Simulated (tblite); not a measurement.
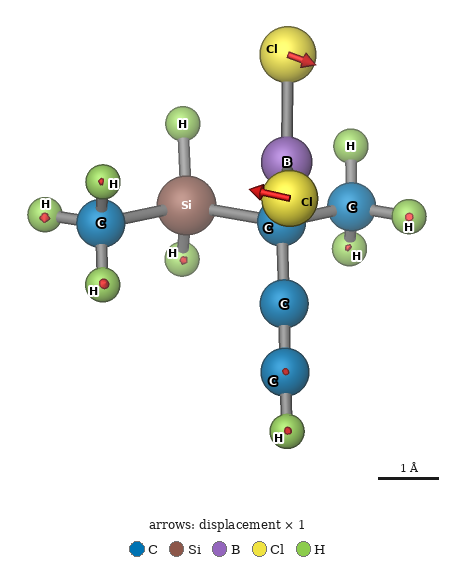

A relaxation of C5H9BCl2Si. The starting structure is drawn; red arrows show the displacements, at their true length. The two geometries are superimposed by the best rigid fit.

Style: ball-and-stick. Shown at a tilt.

Level of theory: GFN2-xTB geometry optimisation, gas phase in tblite 0.8.0. 

> Atoms of which element are displaced furthest, and by how much?

Chlorine: up to 0.75 Å, against 0.18 Å for hydrogen.

> What happened in the run?

The energy falls by 11.0 kcal/mol in 81 geometry steps. A Cl atom moves most after the best rigid fit: 0.75 Å. Largest moves by element: Cl 0.75 Å, H 0.18 Å, C 0.09 Å, Si 0.04 Å, B 0.02 Å. Near-neighbour distances that change, for instance: B–Cl 1.842 → 1.728 Å, C–Si 1.875 → 1.959 Å, B–C 1.622 → 1.565 Å, C–H 1.122 → 1.088 Å. Among the angles between lasting bonds that change: C–C–B 109.3° → 114.9°, C–Si–H 109.5° → 104.1°, C–C–Si 108.9° → 105.2°. Groups turn about B–C by about 25°.
